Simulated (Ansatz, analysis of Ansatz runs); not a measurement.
# Migration in Sr2SiS4 (P2_1/m): H transfer from S to S, charge +1

How high is the barrier when H changes place in Sr2SiS4 (P2_1/m)? The case: H transfer from S to S, charge +1, in a cell of 28 host atoms with 1 H put in.

Main program and level: Ansatz 0.2.0; plane-wave PAW DFT, PBEsol; relaxation of all atoms of a defect supercell at fixed charge in a uniform background.

## 1. The starting structure

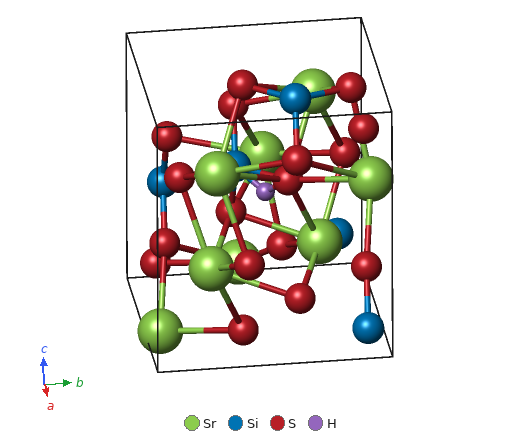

The starting structure, seen slightly off an axis (strontium green, silicon blue, sulfur red, hydrogen purple). Bonds to atoms that aren't drawn are left out. Some periodic images of atoms are drawn too.

The cell holds 29 atoms: 8 Sr, 4 Si, 16 S and 1 H. Cell: a = 10.478 Å, b = 8.700 Å, c = 9.238 Å, α = 71.4°, β = 74.4°, γ = 56.7°. It derives from Sr2SiS4 (space group P2_1/m). Nearest the centre at fractional (0.413, 0.486, 0.212): H29 at 0.36 Å, Si9 at 1.21 Å, S13 at 1.72 Å, S21 at 1.74 Å, Sr3 at 2.74 Å, S28 at 2.90 Å, Sr2 at 2.98 Å, S17 at 3.07 Å. The cell carries charge +1.

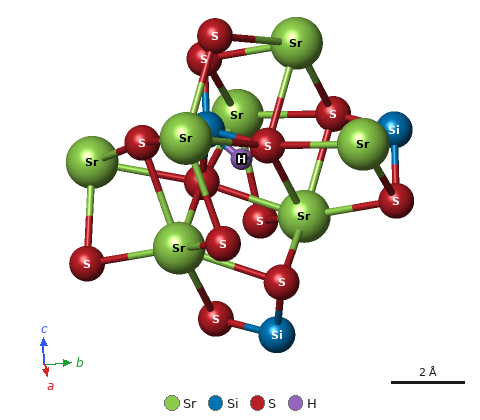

The atoms within 5 Å of the centre.

The cell's shortest repeat is 8.7 Å.

## 2. Relaxation of the start point, charge +1

A barrier is counted from a minimum, so both ends are relaxed first. Small random displacements break the symmetry of the ideal sites, so that the defect can distort if it gains by it. The charge of +1 is set by the electron count, and a uniform background keeps the cell neutral.

The input, qp1_c28k8s.start/input.yaml:

```yaml
crystal:
  lattice:
    - [-2.56452855, 6.54928612, 7.76638171]
    - [3.95071298, 0.0, 7.75095513]
    - [6.51524153, 6.54928612, -0.01542659]
  atoms:
    - { symbol: Sr, position: [0.20906573, 0.74190944, 0.54093427] }
    - { symbol: Sr, position: [0.70906573, 0.24190944, 0.04093427] }
    - { symbol: Sr, position: [0.29093427, 0.75809056, 0.95906573] }
    - { symbol: Sr, position: [0.79093427, 0.25809056, 0.45906573] }
    - { symbol: Sr, position: [0.47682573, 0.95228502, 0.27317427] }
    - { symbol: Sr, position: [0.97682573, 0.45228502, 0.77317427] }
    - { symbol: Sr, position: [0.02317427, 0.54771498, 0.22682573] }
    - { symbol: Sr, position: [0.52317427, 0.04771498, 0.72682573] }
    - { symbol: Si, position: [0.41343842, 0.38277721, 0.33656158] }
    - { symbol: Si, position: [0.91343842, 0.88277721, 0.83656158] }
    - { symbol: Si, position: [0.08656158, 0.11722279, 0.16343842] }
    - { symbol: Si, position: [0.58656158, 0.61722279, 0.66343842] }
    - { symbol: S, position: [0.46401968, 0.60089365, 0.28598032] }
    - { symbol: S, position: [0.96401968, 0.10089365, 0.78598032] }
    - { symbol: S, position: [0.03598032, 0.89910635, 0.21401968] }
    - { symbol: S, position: [0.53598032, 0.39910635, 0.71401968] }
    - { symbol: S, position: [0.23300911, 0.39918951, 0.51699089] }
    - { symbol: S, position: [0.73300911, 0.89918951, 0.01699089] }
    - { symbol: S, position: [0.26699089, 0.10081049, 0.98300911] }
    - { symbol: S, position: [0.76699089, 0.60081049, 0.48300911] }
    - { symbol: S, position: [0.36451604, 0.3712718, 0.13322496] }
    - { symbol: S, position: [0.86451604, 0.8712718, 0.63322496] }
    - { symbol: S, position: [0.38322496, 0.88098721, 0.61451604] }
    - { symbol: S, position: [0.88322496, 0.38098721, 0.11451604] }
    - { symbol: S, position: [0.13548396, 0.1287282, 0.36677504] }
    - { symbol: S, position: [0.63548396, 0.6287282, 0.86677504] }
    - { symbol: S, position: [0.11677504, 0.61901279, 0.88548396] }
    - { symbol: S, position: [0.61677504, 0.11901279, 0.38548396] }
    - { symbol: H, position: [0.423904, 0.509927, 0.228402] }
total_charge: 1
basis:
  ecutwfc: 420
  xc_grid: 2
hamiltonian:
  xc: pbesol
kpoints:
  mp_grid: { grid: [2, 2, 2], shift: [0.5, 0.5, 0.5] }
scf:
  occupations: { method: fixed }
  max_iter: 120
output:
  forces: true
relax:
  f_tol: 0.02
  max_steps: 70
  random_displacement: { amplitude: 0.03, seed: 5086 }
```

On the command line:

```sh
> ansatz run input.yaml --threads 32 --pin off --max-ram 84787MiB --backend cuda --events-out ev --progress --plain --runs-dir out --max-vram 78GiB
```

Log:

```text
[...]
Engine: ansatz 0.2.0, aarch64-unknown-linux-gnu
[...]
Pseudopotential: Sr, paw, valence charge 10, recommended cutoff 420 eV (normal), Sr.paw.azcp
Pseudopotential: Si, paw, valence charge 4, recommended cutoff 420 eV (normal), Si.paw.azcp
Pseudopotential: S, paw, valence charge 6, recommended cutoff 420 eV (normal), S.paw.azcp
Pseudopotential: H, paw, valence charge 1, recommended cutoff 420 eV (normal), H.paw.azcp
Functional definition: PBEsol
[...]
Crystal: 29 atoms, lattice volume = 662.268 Å³
Basis set: ecut = 420 eV, 12987 PW (Γ), exchange–correlation on 144×120×128 points (8 copies of the dense FFT grid, shifted against one another)
Bands: 125, of which v1, the nominal top of the filled ones, is band 96 counted from 1 (95 counted from 0)
[...]
automatic band count: iteration 1 solves 120 bands in place of 125: the levels show a gap, and the empty bands left out lie too high to hold charge; the band table lists the bands solved (type scf.n_e [...]
[...]
SCF 8 converged in 4 iterations: F = -44649.576025 eV  dr2 = 2.19e-5
[...]
relax step   9: F+E_penalty+E_count = -44649.64533323 eV  Δ(F+E_penalty+E_count) = -6.931e-2 eV  max|allowed force component| = 3.073e-1 eV/Å  Δτ_max = 0.2000 Å  (4 SCF iters, dr2 threshold 1.00e-4 eV [...]
[...]
SCF 11 converged in 5 iterations: F = -44649.688005 eV  dr2 = 1.54e-6
[...]
relax step  12: F+E_penalty+E_count = -44649.68880337 eV  Δ(F+E_penalty+E_count) = -7.987e-4 eV  max|allowed force component| = 7.690e-2 eV/Å  Δτ_max = 0.0299 Å  (5 SCF iters, dr2 threshold 8.89e-7 eV [...]
[...]
SCF 14 converged in 2 iterations: F = -44649.689873 eV  dr2 = 4.12e-8
[...]
--- Forces (eV/Å), atoms counted from 1 ---
[...]
--- Relaxed structure (14 steps of the walk, 14 accepted, 0 SCFs on fresh bases) ---
[...]
```

Elapsed: 5.8 s, on 1 × NVIDIA GB200 with 32 threads of Arm Neoverse V2, shared host; peak memory 1.1 GiB.

The steps of the relaxation:

```tsv
step	energy less that of the first step (eV)	largest force component (eV/Å)
1	0.0000	10.8786
2	-1.7767	4.6897
3	-2.7704	1.8501
4	-3.1338	1.1307
5	-3.3156	0.7592
6	-3.4534	0.6565
7	-3.5897	0.4501
8	-3.6837	0.4791
9	-3.7530	0.3073
10	-3.7899	0.1425
11	-3.7957	0.0652
12	-3.7965	0.0769
13	-3.7975	0.0114
14	-3.7975	0.0114
```

The atoms that moved most (Å, from the sites as typed, ahead of the random displacement, the mean shift of all atoms taken out):

```tsv
atom	dx	dy	dz	length
H29	-0.234	-0.015	1.438	1.457
S13	0.036	0.311	0.020	0.314
Sr3	0.011	-0.308	-0.038	0.310
S16	-0.060	-0.274	-0.048	0.285
S26	0.065	-0.025	-0.204	0.215
S21	0.047	-0.007	0.161	0.167
S20	0.033	0.147	-0.067	0.165
Sr2	-0.065	0.118	-0.080	0.157
```

The relaxed structure:

```xyz
29
Lattice="-2.5645 6.5493 7.7664 3.9507 0.0000 7.7510 6.5152 6.5493 -0.0154" Properties=species:S:1:pos:R:3 pbc="T T T"
Sr    6.0150    4.8640    7.3262
Sr   -0.6594    5.0354    7.2977
Sr    8.5106    7.8846    8.0791
Sr    1.9653    8.2800    8.0929
Sr    4.4022    4.8098   11.1422
Sr    4.3426   11.3651   10.9739
Sr    3.6206    1.6218    4.3869
Sr    3.6061    8.2135    4.3509
Si    2.6390    4.9701    6.0747
Si    6.5815   11.4630   13.7767
Si    1.3246    1.6752    1.5565
Si    5.2714    8.1592    9.2491
S     3.0846    5.2286    8.2735
S     2.9976   11.4608    8.1335
S     4.8606    1.7322    7.2224
S     4.7963    7.9176    7.1934
S     4.3654    4.9230    4.8967
S     1.7907    4.9219   12.5535
S     6.1155    8.3277    2.7762
S     3.5884    8.3396   10.5362
S     1.4485    3.2580    5.8639
S     5.3596    9.7920   13.3461
S     6.4712    6.5007    9.8112
S    -0.0333    6.5407    9.7622
S     2.6015    3.2982    2.0461
S     6.5686    9.8196    9.5883
S     7.8885    6.5503    5.5393
S     1.3845    6.5964    5.6441
H     2.1835    4.2631    8.6754
```

Neighbours of H29 at the end:

```tsv
atom	distance (Å)
S13	1.380
S26	2.527
Si9	2.733
Sr3	2.991
S21	3.075
Sr2	3.252
S24	3.359
Sr5	3.362
S19	3.396
```

Numbers from this step:

- free energy: -44649.6899 eV
- r.m.s. move of the farther half of the atoms: 0.1106 Å
- largest move from the ideal geometry of this structure, a common shift of the far atoms taken out: 1.530 Å

The relaxation gained 3.798 eV and ended with a largest force component of 0.011 eV/Å.

## 3. Relaxation of the end point, charge +1

The end point is relaxed in the same cell and settings, so that the two energies compare. Atoms more than 3.2 Å from the middle of the hop start where the first relaxation left them, the nearer ones on or close to their ideal places, with small random displacements.

The input, qp1_c28k8s.end/input.yaml:

```yaml
crystal:
  lattice:
    - [-2.56452855, 6.54928612, 7.76638171]
    - [3.95071298, 0.0, 7.75095513]
    - [6.51524153, 6.54928612, -0.01542659]
  atoms:
    - { symbol: Sr, position: [0.19961904, 0.75534803, 0.54367756] }
    - { symbol: Sr, position: [0.70906573, 0.24190944, 0.04093427] }
    - { symbol: Sr, position: [0.29093427, 0.75809056, 0.95906573] }
[... 3 atom lines left out ...]
    - { symbol: Sr, position: [0.02080323, 0.55467231, 0.22746073] }
[... 1 atom line left out ...]
    - { symbol: Si, position: [0.41343842, 0.38277721, 0.33656158] }
[... 3 atom lines left out ...]
    - { symbol: S, position: [0.46401968, 0.60089365, 0.28598032] }
[... 1 atom line left out ...]
    - { symbol: S, position: [0.04496371, 0.89627874, 0.22016348] }
[... 1 atom line left out ...]
    - { symbol: S, position: [0.23300911, 0.39918951, 0.51699089] }
[... 3 atom lines left out ...]
    - { symbol: S, position: [0.36451604, 0.3712718, 0.13322496] }
[... 4 atom lines left out ...]
    - { symbol: S, position: [0.62390668, 0.62272658, 0.87606976] }
[... 1 atom line left out ...]
    - { symbol: S, position: [0.61677504, 0.11901279, 0.38548396] }
    - { symbol: H, position: [0.403073, 0.46192, 0.196588] }
total_charge: 1
basis:
  ecutwfc: 420
  xc_grid: 2
hamiltonian:
  xc: pbesol
kpoints:
  mp_grid: { grid: [2, 2, 2], shift: [0.5, 0.5, 0.5] }
scf:
  occupations: { method: fixed }
  max_iter: 120
output:
  forces: true
relax:
  f_tol: 0.02
  max_steps: 70
  random_displacement: { amplitude: 0.01, seed: 5086 }
```

Log:

```text
[... repeated set-up lines and file paths are left out, and long positions are rounded to six places ...]
[...]
Crystal: 29 atoms, lattice volume = 662.268 Å³
Basis set: ecut = 420 eV, 12987 PW (Γ), exchange–correlation on 144×120×128 points (8 copies of the dense FFT grid, shifted against one another)
Bands: 125, of which v1, the nominal top of the filled ones, is band 96 counted from 1 (95 counted from 0)
[...]
SCF 8 converged in 4 iterations: F = -44649.201133 eV  dr2 = 4.82e-5
[...]
relax step   9: F+E_penalty+E_count = -44649.36747425 eV  Δ(F+E_penalty+E_count) = -1.663e-1 eV  max|allowed force component| = 4.402e-1 eV/Å  Δτ_max = 0.1963 Å  (4 SCF iters, dr2 threshold 1.00e-4 eV [...]
[...]
relax step  12: F+E_penalty+E_count = -44649.65867693 eV  Δ(F+E_penalty+E_count) = -8.346e-2 eV  max|allowed force component| = 1.465e-1 eV/Å  Δτ_max = 0.2000 Å  (4 SCF iters, dr2 threshold 8.39e-5 eV [...]
[...]
relax step  15: F+E_penalty+E_count = -44649.68937290 eV  Δ(F+E_penalty+E_count) = -3.796e-3 eV  max|allowed force component| = 3.830e-2 eV/Å  Δτ_max = 0.0458 Å  (5 SCF iters, dr2 threshold 7.80e-6 eV [...]
[...]
SCF converged after 5 iterations
[...]
--- Forces (eV/Å), atoms counted from 1 ---
[...]
--- Relaxed structure (16 steps of the walk, 16 accepted, 0 SCFs on fresh bases) ---
[...]
```

Wall time 7 s (1 × NVIDIA GB200 with 32 threads); peak memory 1.1 GiB; 37 s of CPU time.

Step by step:

```tsv
step	energy less that of the first step (eV)	largest force component (eV/Å)
1	0.0000	9.5362
2	-1.6532	4.2698
3	-2.2419	2.5986
4	-2.6754	0.8586
5	-2.8207	0.6011
6	-2.9206	0.4000
7	-3.0381	0.5100
8	-3.1827	0.4755
9	-3.3491	0.4402
10	-3.4713	0.3983
11	-3.5568	0.3396
12	-3.6403	0.1465
13	-3.6669	0.1264
14	-3.6672	0.1057
15	-3.6710	0.0383
16	-3.6713	0.0198
```

The atoms that moved most (Å, from the sites as typed, ahead of the random displacement, the mean shift of all atoms taken out):

```tsv
atom	dx	dy	dz	length
H29	0.101	0.320	1.953	1.981
Sr3	0.008	-0.321	-0.053	0.325
S13	0.029	0.298	0.000	0.300
Sr2	-0.070	0.104	-0.095	0.158
S21	0.045	-0.020	0.144	0.152
Si9	-0.011	0.041	-0.114	0.122
Sr1	-0.004	-0.024	-0.088	0.091
Sr7	-0.003	-0.025	-0.084	0.088
```

The relaxed structure:

```xyz
29
Lattice="-2.5645 6.5493 7.7664 3.9507 0.0000 7.7510 6.5152 6.5493 -0.0154" Properties=species:S:1:pos:R:3 pbc="T T T"
Sr    6.0109    4.8461    7.3075
Sr   -0.6655    5.0183    7.2851
Sr    8.5062    7.8679    8.0668
Sr    1.9617    8.2662    8.0779
Sr    4.3947    4.7947   11.1284
Sr    4.3377   11.3500   10.9609
Sr    3.6172    1.6025    4.3717
Sr    3.6007    8.1951    4.3390
Si    2.6344    4.9551    6.0574
Si    6.5775   11.4491   13.7643
Si    1.3196    1.6623    1.5421
Si    5.2680    8.1440    9.2347
S     3.0770    5.2120    8.2560
S     2.9943   11.4470    8.1214
S     4.8547    1.7210    7.2083
S     4.7938    7.9020    7.1797
S     4.3613    4.9111    4.8799
S     1.7869    4.9155   12.5409
S     6.1122    8.3190    2.7633
S     3.5845    8.3201   10.5223
S     1.4455    3.2415    5.8498
S     5.3580    9.7769   13.3309
S     6.4666    6.4846    9.7956
S    -0.0404    6.5256    9.7483
S     2.5978    3.2840    2.0326
S     6.5651    9.8038    9.5748
S     7.8828    6.5362    5.5286
S     1.3769    6.5794    5.6297
H     2.1733    4.2487    8.6592
```

Neighbours of H29 at the end:

```tsv
atom	distance (Å)
S13	1.381
S26	2.523
Si9	2.735
Sr3	2.992
S21	3.072
Sr2	3.246
S24	3.357
Sr5	3.366
S19	3.396
```

Among the atoms that came to bonding distance: S13–H29 1.38 Å (from 2.08).

Numbers from this step:

```yaml
free_energy: -44649.6897 eV
r_m_s_move_of_the_farther_half_of_the_atoms: 0.1107 Å
largest_move_from_the_ideal_geometry_of_this_structure_a_common_shift_of_the_far_atoms_taken_out: 2.062 Å
```

The relaxation gained 3.671 eV and ended with a largest force component of 0.020 eV/Å. The end lies within 1 meV of the start.

## 4. No path, charge +1

Analysis of the runs above: comparison of two relaxed ends, PBEsol.

It gives:

* outcome: both ends relax to one structure
* largest difference: 0.007891 Å
* energy difference: 1.96e-4 eV

## 5. What came out

| Item | Value |
| --- | --- |
| outcome | both ends relax to one structure |

In words: Start and end relaxed into one structure, so no band was run. The largest move in the relaxations was 2.1 Å. This doesn't show that a second stable place is lacking: the end was set up from the relaxed start, and an atom can slide across on the way. What this leaves open: periodic copies of the defect are only 8.7 Å apart.

[Logs are printed without paths, hosts, clocks, repeated set-up lines and the standing remarks that a program may print on its own settings, such as how far it seeks lower states.]

[Hosts, paths, dates, database ids (printed as entryN), source tags and the programs' standing remarks are cut or masked in the printed files.]
